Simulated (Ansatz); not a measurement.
# Calculations on BHBrF₃

Part 1: Relaxation

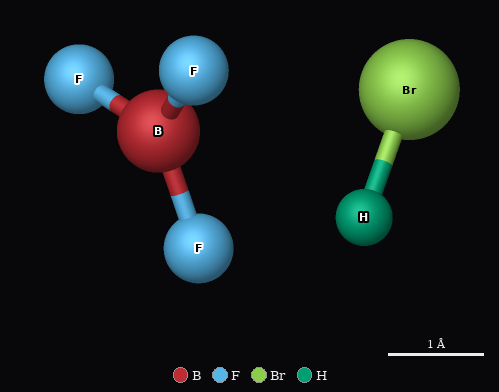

Starting structure of BHBrF3. A ball-and-stick model, seen at a tilt.

The run prepares an end point of a later path (reaction) calculation, from a guessed geometry.

Method: RKS PBE0/def2-SVP in Ansatz 0.2.0.

Input
```yaml
crystal:
  periodic: [false, false, false]
  atoms:
    - { symbol: B, position_ang: [0.000446, 0.266916, -0.039733] }
    - { symbol: F, position_ang: [0.0046, 0.404017, 1.274576] }
    - { symbol: F, position_ang: [1.132439, 0.300282, -0.694233] }
    - { symbol: F, position_ang: [-1.137713, 0.163817, -0.675132] }
    - { symbol: Br, position_ang: [0.06607, -2.800448, 1.004086] }
    - { symbol: H, position_ang: [0.078857, -1.617784, 1.922737] }
basis:
  gaussian: { orbitals: def2-SVP }
hamiltonian:
  xc: pbe0
relax:
  f_tol: 0.03
  max_steps: 50
output:
  orbitals: {}
```

Run as
```bash
ansatz run input.yaml --threads 2 --pin off --max-ram 3072MiB --backend cpu --events-out ev --progress --plain --runs-dir out
```

Predict the outcome.

The energy falls by 2.18 kcal/mol in 11 accepted moves (14 points after the start). Largest force component: 1.4 eV/Å at the start, 0.023 eV/Å at the end. The line search rejected the trial steps at points 2, 6, 10 of the run. The largest move after the best rigid fit is that of H6, 0.50 Å. Largest moves by element: H 0.50 Å, F 0.24 Å, Br 0.10 Å, B 0.10 Å. Some distances before and after: Br5–H6 1.498 → 1.424 Å, B1–F2 1.321 → 1.315 Å. Cost: 34 s on 2 threads of Arm Neoverse V1 (shared host), peak memory 0.2 GiB.

The structure at the end:

```xyz
6

B    -0.0064    0.3444   -0.0949
F    -0.0060    0.6255    1.1898
F     1.1279    0.2831   -0.7477
F    -1.1438    0.2008   -0.7307
Br    0.0939   -2.7110    0.9635
H     0.0791   -2.0261    2.2123
```

After the run, drawn alike:

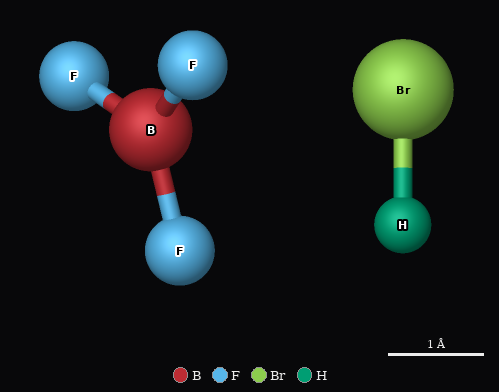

Part 2: Relaxation

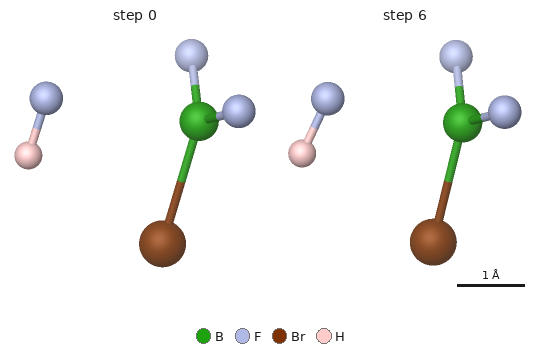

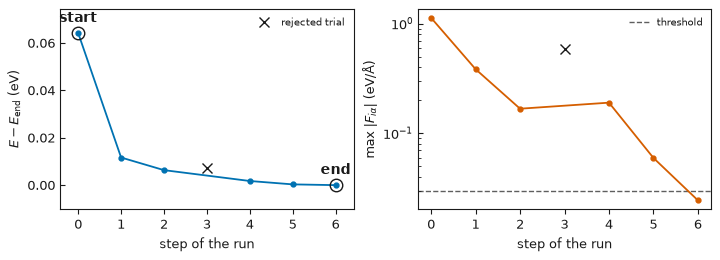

First and last geometry of a relaxation of BHBrF₃, with the history of the run. A ball-and-stick model, seen at a tilt.

The run prepares an end point of a later path (reaction) calculation, from a guessed geometry.

Level of theory: Ansatz, RKS PBE0/def2-SVP.

The input:
```yaml
crystal:
  periodic: [false, false, false]
  atoms:
    - { symbol: B, position_ang: [0.014078, -0.506504, -0.401132] }
    - { symbol: F, position_ang: [0.007716, 0.186085, 2.016557] }
    - { symbol: F, position_ang: [1.138254, 0.10217, -0.650695] }
    - { symbol: F, position_ang: [-1.137456, 0.045826, -0.656527] }
    - { symbol: Br, position_ang: [0.060998, -2.421758, 0.174529] }
    - { symbol: H, position_ang: [0.06111, -0.68902, 2.309569] }
basis:
  gaussian: { orbitals: def2-SVP }
hamiltonian:
  xc: pbe0
relax:
  f_tol: 0.03
  max_steps: 50
```

Run as
```bash
ansatz run input.yaml --threads 2 --pin off --max-ram 3072MiB --backend cpu --events-out ev --progress --plain --runs-dir out
```

Q: Did the run converge, and what did it change?

A: It converged. After 5 accepted moves (6 points after the start) the energy has fallen by 0.064 eV. Largest force component: 1.1 eV/Å at the start, 0.024 eV/Å at the end. The line search rejected the trial step at point 3 of the run. F2 moves most after the best rigid fit: 0.18 Å. By element the largest moves are F 0.18 Å, B 0.10 Å, H 0.07 Å, Br 0.03 Å. Among the contacts that change: B1–Br5 2.000 → 1.935 Å, B1–F3 1.303 → 1.310 Å, F2–H6 0.924 → 0.928 Å. Cost: 18 s on 2 threads of Arm Neoverse V1 (shared host), peak memory 0.2 GiB.

Limits of the set-up: the start holds two separate molecules, 2.5 Å apart at their closest, whose relative position is a soft coordinate and is computed without a dispersion correction.

Part 3: Path

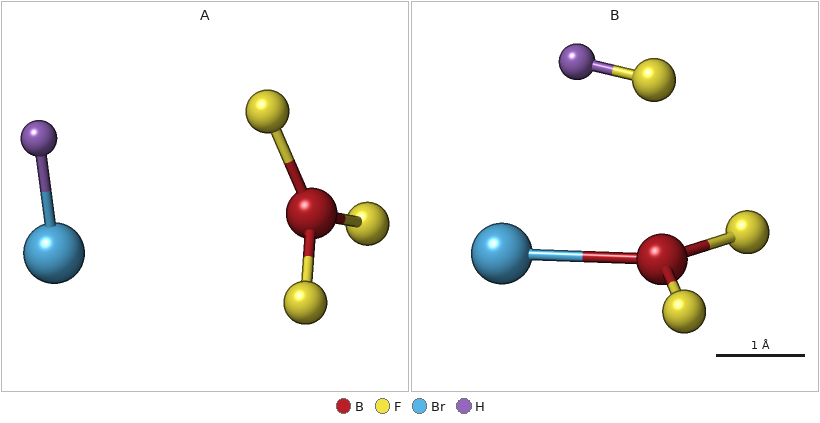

The two relaxed end points of a path for BHBrF₃, made up at the start of BF3 and HBr. A ball-and-stick model, seen at a tilt.

Level of theory: RKS PBE0/def2-SVP (Ansatz).

Set-up: 7 movable images; climbing image; force threshold 0.05 eV/Å; iteration limit 60.

Start:
```xyz
6

B    -0.0056    0.3462   -0.0921
F    -0.0057    0.6233    1.1935
F     1.1291    0.2862   -0.7445
F    -1.1427    0.2053   -0.7290
Br    0.0924   -2.7126    0.9568
H     0.0772   -2.0316    2.2077
```

End:
```xyz
6

B     0.0176   -0.4807   -0.2955
F     0.0112    0.0959    1.8690
F     1.1344    0.1541   -0.5534
F    -1.1393    0.0822   -0.5418
Br    0.0795   -2.3775    0.0797
H     0.0414   -0.7571    2.2343
```

Question: What barrier does the band find between them, and by what path?

Answer: Forward barrier 26.1 kcal/mol, backward barrier 8.0 kcal/mol, with image 6 at the top; the reaction energy is +18.1 kcal/mol. Breaking: B1–F2 (1.32 → 1.53 at the top → 2.24 Å), Br5–H6 (1.42 → 1.71 at the top → 2.70 Å). Forming: B1–Br5 (3.24 → 2.19 at the top → 1.93 Å), F2–H6 (2.84 → 1.15 at the top → 0.93 Å). The band converged in 20 iterations. The largest component of the band force went from 6 to 0.045 eV/Å. The climbing image converged on the top of the path. Its vibrational analysis gives one imaginary mode (831i cm⁻¹), as a transition state must have.

Energies of the converged images:

| image | path (Å) | E (kcal/mol) |
| --- | --- | --- |
| 0 | 0.00 | 0.0 |
| 1 | 0.29 | 0.1 |
| 2 | 0.58 | 0.7 |
| 3 | 0.87 | 2.5 |
| 4 | 1.16 | 7.7 |
| 5 | 1.45 | 18.4 |
| 6 | 1.74 | 26.1 |
| 7 | 2.23 | 19.7 |
| 8 | 2.72 | 18.1 |

The geometry at the top of the path:

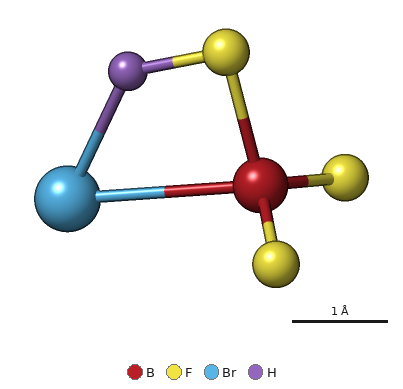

Limits of the set-up: the start holds two separate molecules, 2.8 Å apart at their closest, whose relative position is a soft coordinate and is computed without a dispersion correction.
